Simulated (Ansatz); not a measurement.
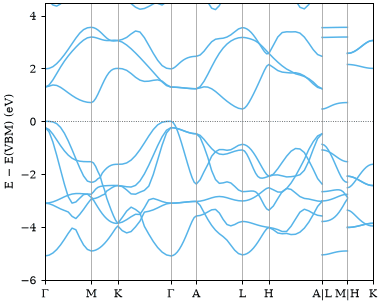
Figure. Band structure from plane-wave PAW LDA (Ansatz code)

Task: Read off the gap and where the band edges lie.

Result: About 0.5 eV (0.47 eV by a search for the band edges); maximum at Γ, minimum at L.

The material is ZrS2 (CdI2 type, P-3m1).

The LDA relaxation kept the symmetry of its start. The run is not spin-polarised. A crystal of weakly bound layers computed without a dispersion correction: the cell and the soft elastic constants depend strongly on that. Spin–orbit coupling is left out wherever it is not named.

Potentials: the later of the program's two PAW sets.
